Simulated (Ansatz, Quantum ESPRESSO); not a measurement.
# HfPbO3 (Pm-3m): third-order response, part 2 of 3

Wanted: vibrational spectra of HfPbO3 (Pm-3m) from linear and non-linear response.

Quantum ESPRESSO 8.0 development, patched; DFT LDA, scalar-relativistic, plane waves, PseudoDojo norm-conserving pseudopotentials.

So far. Step 2 (A probe with smearing): A gap of 2.3 eV opens on this mesh, so the crystal is taken as an insulator; the start stands at -11 GPa. Step 4 (Ground state): The cell stands at -0.027 GPa, close enough for phonons. The relaxed cell has a = 4.063 Å (conventional setting).

### Step 5. Linear response at Γ

At q = 0 one unit cell holds all displacements; symmetry groups them into irreducible representations that are solved one by one. The response to a field gives ε∞ and the Born charges, which polar modes need. Third-order response adds the Raman tensors.

ph.in reads:

```
phonons
&INPUTPH
  prefix = 'x'
  outdir = './tmp'
  fildyn = 'g.dyn'
  tr2_ph = 1.0d-18
  epsil  = .true.
  lraman = .true.
  elop   = .true.
/
0.000000000000 0.000000000000 0.000000000000
```

Run with:

```console
$ OMP_NUM_THREADS=1 mpirun -n 16 ph.x -nk 16 -in ph.in > ph.out
```

The program printed:

```text
[banners, grids, parts of the stress and lines that vanish by symmetry left out]
[banner, memory and clock lines left out]
Program PHONON v.8.0dev

[...]
(   1q-points):
[...]
Exchange-correlation= PW
                           (   1   4   0   0   0   0   0)
[...]
kinetic-energy cut-off    =      84.0000  Ry
     charge density cut-off    =     336.0000  Ry
     convergence threshold     =      1.0E-18
[...]
Exchange-correlation= PW
                           (   1   4   0   0   0   0   0)
[...]
q = (   0.0000000   0.0000000   0.0000000 )
     49 Sym.Ops. (with q -> -q+G )
     G cutoff =  501.7928  (  47089 G-vectors)     FFT grid: ( 45, 45, 45)
     number of k points=    35
[...]
Mode symmetry, O_h (m-3m)  point group:
[...]
Dielectric constant
[...]
End of electric fields calculation
          Dielectric constant in cartesian axis
          (       6.652562041       0.000000000       0.000000000 )
          (       0.000000000       6.652562041       0.000000000 )
          (       0.000000000       0.000000000       6.652562041 )
          Effective charges (d Force / dE) in cartesian axis without acoustic sum rule applied (asr)
           atom    1  Hf    Mean Z*:        5.69663
      Ex  (        5.69663        0.00000        0.00000 )
      Ey  (        0.00000        5.69663        0.00000 )
      Ez  (        0.00000        0.00000        5.69663 )
           atom    2  Pb    Mean Z*:        3.91794
      Ex  (        3.91794        0.00000        0.00000 )
      Ey  (        0.00000        3.91794        0.00000 )
      Ez  (        0.00000        0.00000        3.91794 )
           atom    3  O     Mean Z*:       -3.20547
      Ex  (       -4.58954        0.00000        0.00000 )
      Ey  (        0.00000       -2.51344        0.00000 )
      Ez  (        0.00000        0.00000       -2.51344 )
           atom    4  O     Mean Z*:       -3.20547
      Ex  (       -2.51344        0.00000        0.00000 )
      Ey  (        0.00000       -4.58954        0.00000 )
      Ez  (        0.00000        0.00000       -2.51344 )
           atom    5  O     Mean Z*:       -3.20547
      Ex  (       -2.51344        0.00000        0.00000 )
      Ey  (        0.00000       -2.51344        0.00000 )
      Ez  (        0.00000        0.00000       -4.58954 )
          Effective charges Sum: Mean:       -0.00183
[...]
Effective charges (d Force / dE) in cartesian axis with asr applied:
           atom    1  Hf    Mean Z*:        5.69700
[...]
atom    2  Pb    Mean Z*:        3.91831
[...]
atom    3  O     Mean Z*:       -3.20510
[...]
atom    4  O     Mean Z*:       -3.20510
[...]
atom    5  O     Mean Z*:       -3.20510
[...]
Dielectric constant from finite-differences
          (       6.652604567       0.000000000       0.000000000 )
          (       0.000000000       6.652604567       0.000000000 )
          (       0.000000000       0.000000000       6.652604567 )
[...]
(       0.000000000       0.000000000       0.000000000 )
          (       0.000000000       0.000000000       0.000000000 )
          (       0.000000000      -0.000000000       0.000000000 )
          (       0.000000000       0.000000000      -0.000000000 )
          (       0.000000000       0.000000000       0.000000000 )
          (       0.000000000       0.000000000       0.000000000 )
          (       0.000000000      -0.000000000       0.000000000 )
          (       0.000000000       0.000000000       0.000000000 )
[...]
(       0.000000000       0.000000000       0.000000000 )
          (      -0.000000000       0.000000000       0.000000000 )
          (       0.000000000      -0.000000000       0.000000000 )
          (      -0.000000000       0.000000000       0.000000000 )
          (       0.000000000       0.000000000       0.000000000 )
[...]
Representation #   1 modes #   1   2   3
[...]
End of self-consistent calculation
     Convergence has been achieved
     Representation #   2 modes #   4   5   6
[...]
End of self-consistent calculation
     Convergence has been achieved
     Representation #   3 modes #   7   8   9
[...]
End of self-consistent calculation
     Convergence has been achieved
     Representation #   4 modes #  10  11  12
[...]
End of self-consistent calculation
     Convergence has been achieved
     Representation #   5 modes #  13  14  15
[...]
End of self-consistent calculation
     Convergence has been achieved
[...]
Dielectric constant in cartesian axis
          (       6.652562041       0.000000000       0.000000000 )
          (       0.000000000       6.652562041       0.000000000 )
          (       0.000000000       0.000000000       6.652562041 )
          Effective charges (d Force / dE) in cartesian axis without acoustic sum rule applied (asr)
           atom    1  Hf    Mean Z*:        5.69663
      Ex  (        5.69663        0.00000        0.00000 )
      Ey  (        0.00000        5.69663        0.00000 )
      Ez  (        0.00000        0.00000        5.69663 )
           atom    2  Pb    Mean Z*:        3.91794
      Ex  (        3.91794        0.00000        0.00000 )
      Ey  (        0.00000        3.91794        0.00000 )
      Ez  (        0.00000        0.00000        3.91794 )
           atom    3  O     Mean Z*:       -3.20547
      Ex  (       -4.58954        0.00000        0.00000 )
      Ey  (        0.00000       -2.51344        0.00000 )
      Ez  (        0.00000        0.00000       -2.51344 )
           atom    4  O     Mean Z*:       -3.20547
      Ex  (       -2.51344        0.00000        0.00000 )
      Ey  (        0.00000       -4.58954        0.00000 )
      Ez  (        0.00000        0.00000       -2.51344 )
           atom    5  O     Mean Z*:       -3.20547
      Ex  (       -2.51344        0.00000        0.00000 )
      Ey  (        0.00000       -2.51344        0.00000 )
      Ez  (        0.00000        0.00000       -4.58954 )
          Effective charges Sum: Mean:       -0.00183
[...]
Effective charges (d Force / dE) in cartesian axis with asr applied:
           atom    1  Hf    Mean Z*:        5.69700
[...]
atom    2  Pb    Mean Z*:        3.91831
[...]
atom    3  O     Mean Z*:       -3.20510
[...]
atom    4  O     Mean Z*:       -3.20510
[...]
atom    5  O     Mean Z*:       -3.20510
[...]
q = (    0.000000000   0.000000000   0.000000000 )
[...]
freq (    1) =      -3.578088 [THz] =    -119.352174 [cm-1]
     freq (    2) =      -3.578088 [THz] =    -119.352174 [cm-1]
     freq (    3) =      -3.578088 [THz] =    -119.352174 [cm-1]
     freq (    4) =       0.043386 [THz] =       1.447188 [cm-1]
     freq (    5) =       0.043386 [THz] =       1.447188 [cm-1]
     freq (    6) =       0.043386 [THz] =       1.447188 [cm-1]
     freq (    7) =       3.300521 [THz] =     110.093514 [cm-1]
     freq (    8) =       3.300521 [THz] =     110.093514 [cm-1]
     freq (    9) =       3.300521 [THz] =     110.093514 [cm-1]
     freq (   10) =       4.322282 [THz] =     144.175814 [cm-1]
     freq (   11) =       4.322282 [THz] =     144.175814 [cm-1]
     freq (   12) =       4.322282 [THz] =     144.175814 [cm-1]
     freq (   13) =      17.880647 [THz] =     596.434170 [cm-1]
     freq (   14) =      17.880647 [THz] =     596.434170 [cm-1]
     freq (   15) =      17.880647 [THz] =     596.434170 [cm-1]
[...]
Mode symmetry, O_h (m-3m)  point group:
     freq (   1-   3) =       -119.4  [cm-1]   --> T_1u G_15  G_4- I
     freq (   4-   6) =          1.4  [cm-1]   --> T_1u G_15  G_4- I
     freq (   7-   9) =        110.1  [cm-1]   --> T_2u G_25  G_5-
     freq (  10-  12) =        144.2  [cm-1]   --> T_1u G_15  G_4- I
     freq (  13-  15) =        596.4  [cm-1]   --> T_1u G_15  G_4- I
```

The job ended after 35 min (16 MPI ranks of Arm Neoverse N1, shared host; 9.4 h of CPU time).

Numbers from this step:

| Item | Value |
| --- | --- |
| miss of the charge sum rule | 0.001850 e |
| largest acoustic frequency at the zone centre before the sum rule | 1.45 cm⁻¹ |
| highest optical zone-centre mode (no LO-TO term) | 596.4 cm⁻¹ |
| lowest optical zone-centre mode | -119.3 cm⁻¹ |
| mean high-frequency dielectric constant | 6.653 |
| largest Born charge in size (third of the trace) | 5.697 e |

Born charge (rows field, columns displacement), before the sum rule (e), principal values of the symmetric part by kind of site:

```csv
atom,atoms with these values,low,middle,high,mean
Hf1,1,5.70,5.70,5.70,5.70
Pb2,1,3.92,3.92,3.92,3.92
O3,3,-4.59,-2.51,-2.51,-3.21
```

In full for O3:

```
-4.59  0.00  0.00
 0.00 -2.51  0.00
 0.00  0.00 -2.51
```

High-frequency dielectric tensor:

```
6.65 0.00 0.00
0.00 6.65 0.00
0.00 0.00 6.65
```

The acoustic modes at Γ come out as far as 1.4 cm⁻¹ from zero, where they should vanish, a small numerical error; the Born charges miss their sum rule by 0.0019 e, which is good. The lowest optical mode is imaginary, 119i cm⁻¹, an instability at this level and on this k mesh.

### Step 6. Zone-centre analysis

A rigid shift of the crystal must cost nothing, but grids and finite bases break this; the acoustic sum rule is imposed before the matrix is diagonalised again. With Born charges the intensities follow; a static dielectric tensor has no meaning with imaginary modes.

dynmat.in reads:

```
&INPUT
  fildyn = 'g.dyn'
  asr    = 'simple'
  fileig = 'dynmat.eig'
  lperm  = .true.
/
```

Run with:

```console
$ dynmat.x -in dynmat.in > dynmat.out
```

The program printed:

```text
[banner, memory and clock lines left out]
Program DYNMAT v.8.0dev

     Reading Dynamical Matrix from file g.dyn
     ...Force constants read
     ...epsilon and Z* read
     ...Raman cross sections read
     A direction for q was not specified:TO-LO splitting will be absent

     Polarizability (A^3 units)
     multiply by 0.346718 for Clausius-Mossotti correction (not under assume_isolated = 'mt')
        30.175616    0.000000    0.000000
         0.000000   30.175616    0.000000
         0.000000    0.000000   30.175616

     IR activities are in (D/A)^2/amu units

# mode   [cm-1]    [THz]      IR
    1   -119.44   -3.5807   22.8239
    2   -119.44   -3.5807   22.8239
    3   -119.44   -3.5807   22.8239
    4     -0.00   -0.0000    0.0000
    5      0.00    0.0000    0.0000
    6      0.00    0.0000    0.0000
    7    109.92    3.2953    0.0000
    8    109.92    3.2953    0.0000
    9    109.92    3.2953    0.0000
   10    144.14    4.3211   11.3152
   11    144.14    4.3211   11.3152
   12    144.14    4.3211   11.3152
   13    596.45   17.8811   20.3499
   14    596.45   17.8811   20.3499
   15    596.45   17.8811   20.3499

Electronic dielectric permittivity tensor (relative, adimensional)
         6.652562    0.000000    0.000000
         0.000000    6.652562    0.000000
         0.000000    0.000000    6.652562

 ... with zone-center polar mode contributions
        25.787232   -0.000000   -0.000000
        -0.000000   25.787232   -0.000000
        -0.000000   -0.000000   25.787232

[end of the log left out, with the tail of the file of modes that dynmat.x writes under the same name]
```

Run time: 0.52 s. Hardware: 1 thread.

Numbers from this step:

* highest optical zone-centre mode (no LO-TO term): 596.5 cm⁻¹
* lowest optical zone-centre mode: -119.4 cm⁻¹

Unit eigenvectors of the mass-weighted matrix after the sum rule; no LO-TO term. The modes at Γ (shares of kinetic energy by element, %) (negative means imaginary):

```csv
mode,frequency (cm⁻¹),Hf %,Pb %,O %
1,-119.4,5,33,62
2,-119.4,5,33,62
3,-119.4,5,33,62
4,0.0,41,48,11
5,0.0,41,48,11
6,0.0,41,48,11
7,109.9,0,0,100
8,109.9,0,0,100
9,109.9,0,0,100
10,144.1,51,20,29
11,144.1,51,20,29
12,144.1,51,20,29
13,596.4,3,0,97
14,596.4,3,0,97
15,596.4,3,0,97
```

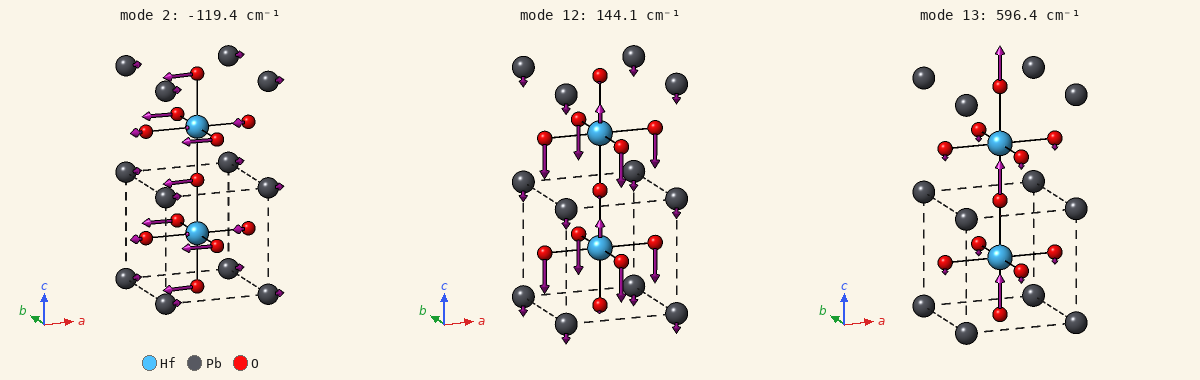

Displacement patterns of modes 2, 12 and 13 at Γ; arrows are exaggerated. 1×1×2 cells are drawn. Some periodic images of atoms are drawn too.

Degenerate modes summed, no LO-TO term; imaginary modes left out. Infrared lines, with heights relative to the strongest:

```csv
position (cm⁻¹),lines merged,"IR intensity, relative"
110,3,0.0
144,3,56
596,3,100
```

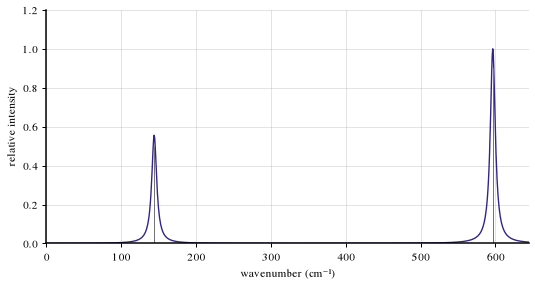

The infrared spectrum, broadened with Lorentzians of width 8 cm⁻¹; bars mark the lines.

The rule moves no optical mode by more than 0.2 cm⁻¹.

### Step 7. Sum rules set otherwise (asr no)

Without the rule the raw error of the acoustic modes shows.

dynmat.in reads:

```
&INPUT
  fildyn = 'g.dyn'
  asr    = 'no'
  fileig = 'dynmat.eig'
  lperm  = .true.
/
```

Run with:

```console
$ dynmat.x -in dynmat.in > dynmat.out
```

The program printed:

```text
[banner, memory and clock lines left out]
Program DYNMAT v.8.0dev

     Reading Dynamical Matrix from file g.dyn
     ...Force constants read
     ...epsilon and Z* read
     ...Raman cross sections read
     A direction for q was not specified:TO-LO splitting will be absent

     Polarizability (A^3 units)
     multiply by 0.346718 for Clausius-Mossotti correction (not under assume_isolated = 'mt')
        30.175616    0.000000    0.000000
         0.000000   30.175616    0.000000
         0.000000    0.000000   30.175616

     IR activities are in (D/A)^2/amu units

# mode   [cm-1]    [THz]      IR
    1   -119.35   -3.5781   22.8161
    2   -119.35   -3.5781   22.8161
    3   -119.35   -3.5781   22.8161
    4      1.45    0.0434    0.0000
    5      1.45    0.0434    0.0000
    6      1.45    0.0434    0.0000
    7    110.09    3.3005    0.0000
    8    110.09    3.3005    0.0000
    9    110.09    3.3005    0.0000
   10    144.18    4.3223   11.3321
   11    144.18    4.3223   11.3321
   12    144.18    4.3223   11.3321
   13    596.43   17.8806   20.3501
   14    596.43   17.8806   20.3501
   15    596.43   17.8806   20.3501

Electronic dielectric permittivity tensor (relative, adimensional)
         6.652562    0.000000    0.000000
         0.000000    6.652562    0.000000
         0.000000    0.000000    6.652562

 ... with zone-center polar mode contributions
        25.803765   -0.000000    0.000000
        -0.000000   25.803765    0.000000
         0.000000    0.000000   25.803765

[end of the log left out, with the tail of the file of modes that dynmat.x writes under the same name]
```

It took 0.47 s on 1 thread.

This step gave:

```
highest optical zone-centre mode (no LO-TO term) : 596.4 cm⁻¹
lowest optical zone-centre mode                  : -119.3 cm⁻¹
```

Zone-centre frequencies as printed; negative means imaginary. Modes:

```csv
mode,frequency (cm⁻¹)
1,-119.3
2,-119.3
3,-119.3
4,1.45
5,1.45
6,1.45
7,110.1
8,110.1
9,110.1
10,144.2
11,144.2
12,144.2
13,596.4
14,596.4
15,596.4
```

Against the first rule no mode moves by more than 1.5 cm⁻¹.

### Step 8. Sum rules set otherwise (asr crystal)

The rule can be imposed in more than one way; the choices should agree where the raw error is small.

dynmat.in reads:

```
&INPUT
  fildyn = 'g.dyn'
  asr    = 'crystal'
  fileig = 'dynmat.eig'
  lperm  = .true.
/
```

Run with:

```console
$ dynmat.x -in dynmat.in > dynmat.out
```

The program printed:

```text
[banner, memory and clock lines left out]
Program DYNMAT v.8.0dev

     Reading Dynamical Matrix from file g.dyn
     ...Force constants read
     ...epsilon and Z* read
     ...Raman cross sections read
     Acoustic Sum Rule: || Z*(ASR) - Z*(orig)|| =    1.417089E-03
     Acoustic Sum Rule: ||dyn(ASR) - dyn(orig)||=    7.454333E-05
     A direction for q was not specified:TO-LO splitting will be absent

     Polarizability (A^3 units)
     multiply by 0.346718 for Clausius-Mossotti correction (not under assume_isolated = 'mt')
        30.175616    0.000000    0.000000
         0.000000   30.175616    0.000000
         0.000000    0.000000   30.175616

     IR activities are in (D/A)^2/amu units

# mode   [cm-1]    [THz]      IR
    1   -119.41   -3.5799   22.8195
    2   -119.41   -3.5799   22.8195
    3   -119.41   -3.5799   22.8195
    4     -0.00   -0.0000    0.0000
    5      0.00    0.0000    0.0000
    6      0.00    0.0000    0.0000
    7    110.09    3.3005    0.0000
    8    110.09    3.3005    0.0000
    9    110.09    3.3005    0.0000
   10    144.15    4.3216   11.3207
   11    144.15    4.3216   11.3207
   12    144.15    4.3216   11.3207
   13    596.44   17.8809   20.3489
   14    596.44   17.8809   20.3489
   15    596.44   17.8809   20.3489

Electronic dielectric permittivity tensor (relative, adimensional)
         6.652562    0.000000    0.000000
         0.000000    6.652562    0.000000
         0.000000    0.000000    6.652562

 ... with zone-center polar mode contributions
        25.791626    0.000000   -0.000000
         0.000000   25.791626   -0.000000
        -0.000000   -0.000000   25.791626

[end of the log left out, with the tail of the file of modes that dynmat.x writes under the same name]
```

The job ended after 0.47 s (1 thread).

Read from the output:

```yaml
lowest_optical_zone_centre_mode: -119.4 cm⁻¹
```

Zone-centre frequencies as printed; negative means imaginary. Modes:

```csv
mode,frequency (cm⁻¹)
1,-119.4
2,-119.4
3,-119.4
4,0
5,0
6,0
7,110.1
8,110.1
9,110.1
10,144.2
11,144.2
12,144.2
13,596.4
14,596.4
15,596.4
```

Against the first rule no mode moves by more than 0.2 cm⁻¹.

### Step 9. Modes along a direction of q (1 0 0)

A longitudinal polar mode sets up a macroscopic field that stiffens it; the term hangs on the direction from which q goes to zero.

dynmat.in reads:

```
&INPUT
  fildyn = 'g.dyn'
  asr    = 'simple'
  fileig = 'dynmat.eig'
  q(1)   = 1.0
  q(2)   = 0.0
  q(3)   = 0.0
/
```

Run with:

```console
$ dynmat.x -in dynmat.in > dynmat.out
```

The program printed:

```text
[banner, memory and clock lines left out]
Program DYNMAT v.8.0dev

     Reading Dynamical Matrix from file g.dyn
     ...Force constants read
     ...epsilon and Z* read
     ...Raman cross sections read

     Polarizability (A^3 units)
     multiply by 0.346718 for Clausius-Mossotti correction (not under assume_isolated = 'mt')
        30.175616    0.000000    0.000000
         0.000000   30.175616    0.000000
         0.000000    0.000000   30.175616

     IR activities are in (D/A)^2/amu units

# mode   [cm-1]    [THz]      IR
    1   -119.44   -3.5807   22.8239
    2   -119.44   -3.5807   22.8239
    3      0.00    0.0000    0.0000
    4      0.00    0.0000    0.0000
    5      0.00    0.0000    0.0000
    6     82.81    2.4825    0.3990
    7    109.92    3.2953    0.0000
    8    109.92    3.2953    0.0000
    9    109.92    3.2953    0.0000
   10    144.14    4.3211   11.3152
   11    144.14    4.3211   11.3152
   12    340.54   10.2093   14.8509
   13    596.45   17.8811   20.3499
   14    596.45   17.8811   20.3499
   15    706.99   21.1951   39.2391

[end of the log left out, with the tail of the file of modes that dynmat.x writes under the same name]
```

The job ended after 0.47 s (1 thread).

This step gave:

```
highest mode moved by the LO-TO term : 707.0 cm⁻¹
```

Zone-centre frequencies as printed; negative means imaginary. Modes:

```csv
mode,frequency (cm⁻¹)
1,-119.4
2,-119.4
3,0
4,0
5,0
6,82.81
7,109.9
8,109.9
9,109.9
10,144.1
11,144.1
12,340.5
13,596.5
14,596.5
15,707
```

The field moves 3 modes; the highest of them now lies at 707 cm⁻¹, where the highest that moved away lay at 596.

[end of part 2 of 3]

[Host names and launcher messages were left out of these logs when they were recorded.]

[Logs are printed without paths, hosts, clocks, repeated set-up lines and the standing remarks that a program may print on its own settings, such as how far it seeks lower states.]

[Hosts, paths, dates, database ids (printed as entryN), source tags and the programs' standing remarks are cut or masked in the printed files.]
